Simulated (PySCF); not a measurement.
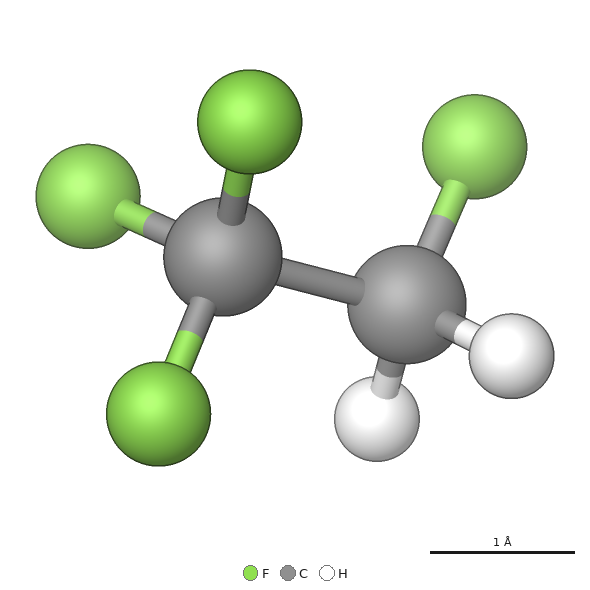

Rendered structure (ball-and-stick style).

Identify the structure.

Formula C₂H₂F₄. Its SMILES string is `FCC(F)(F)F`. It has no ring. Among its groups: C–F bond. The point group is Cs. Coordination: 2 C tetrahedral.

The parts below concern this one geometry. Atoms keep their numbers from picture to picture. Computed geometry: PBE0-D3(BJ)/def2-SVP optimisation. No frequency run is at hand to confirm it as a minimum.

**Shape**

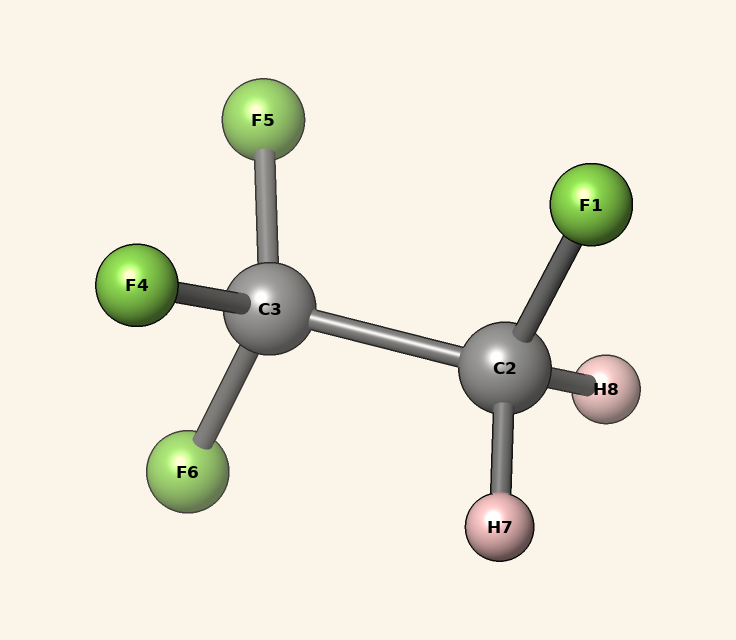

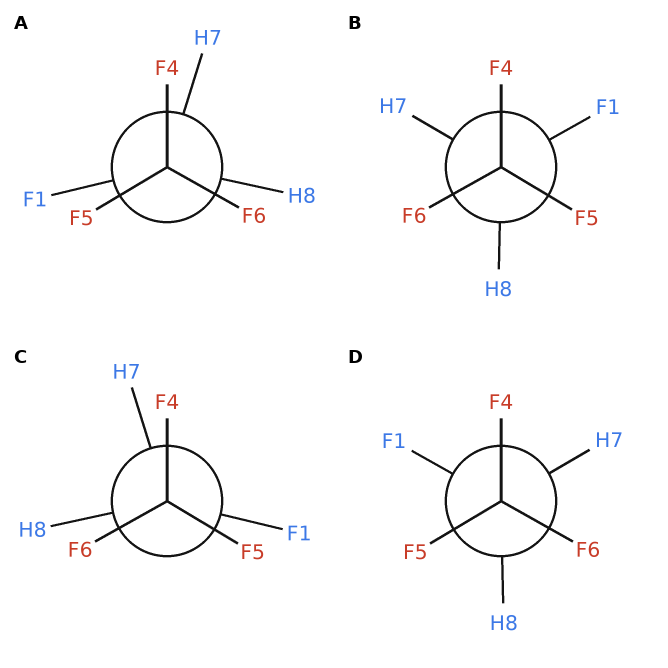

Distant atoms are faded towards the background colour. Bonds that would overlap in a projection are set slightly apart. No frequency run is at hand to confirm it as a minimum.

Which Newman projection shows the view along C3–C2, with C3 in front?

Answer. D. The torsion angle F4–C3–C2–F1 is −61°, synclinal (gauche).

**Dipole moment**

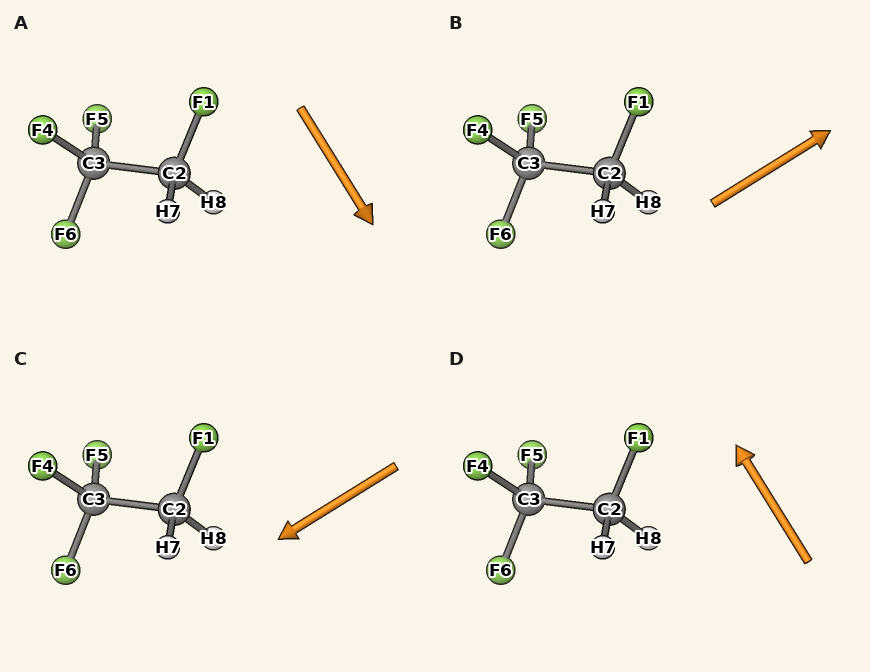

The same molecule four times, each with an arrow. No frequency run is at hand to confirm it as a minimum. Level of theory: PBE0/pcSseg-0, gas phase (PySCF 2.14.0).

Which arrow points along the dipole moment, from the negative to the positive end?

Answer. A. The dipole moment is 2.25 D; it points from the side of F4, F5 to the side of H7, H8 (the outermost atoms at the two ends).

**NMR shielding**

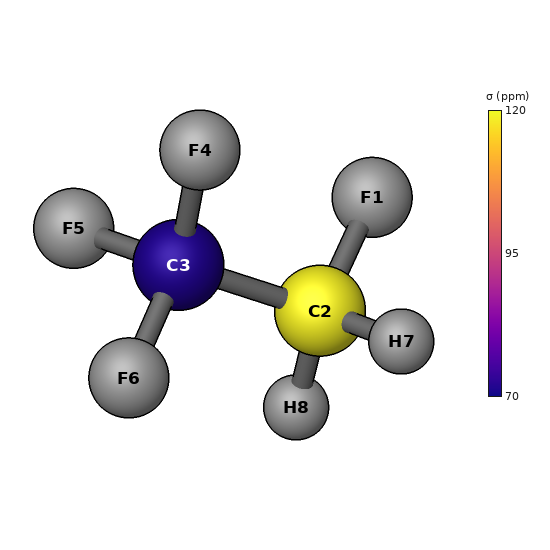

Atoms are coloured by their isotropic NMR shieldings (C only, the others grey). No frequency run is at hand to confirm it as a minimum. Level of theory: GIAO PBE0/aug-cc-pVDZ NMR shielding, non-relativistic, gas phase (PySCF 2.14.0).

List the isotropic NMR shieldings of the C atoms.

```tsv
atom	σ (ppm)
C2	118.7
C3	71.6
```

**Charges**

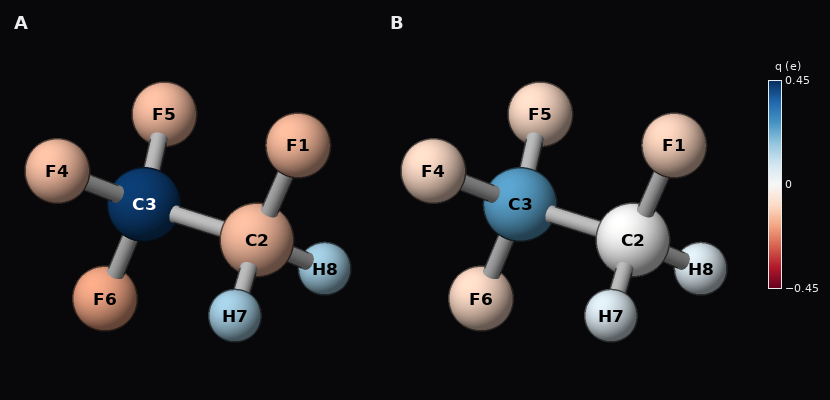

Atomic charges of one calculation by 2 schemes, on one colour scale. No frequency run is at hand to confirm it as a minimum. Level of theory: PBE0/IGLO-III (PySCF 2.14.0).

The schemes are ESP-fitted, Hirshfeld. Which panel shows which?

Answer. A ESP-fitted, B Hirshfeld.

List the charges (e), one line for each set of equivalent atoms.

```json
{"atom": "F1", "ESP-fitted": "−0.15", "Hirshfeld": "−0.10"}
{"atom": "C2", "ESP-fitted": "−0.14", "Hirshfeld": "0.00"}
{"atom": "C3", "ESP-fitted": "0.43", "Hirshfeld": "0.24"}
{"atom": "F4, F5", "ESP-fitted": "−0.14", "Hirshfeld": "−0.09"}
{"atom": "F6", "ESP-fitted": "−0.17", "Hirshfeld": "−0.09"}
{"atom": "H7, H8", "ESP-fitted": "0.15", "Hirshfeld": "0.06"}
```
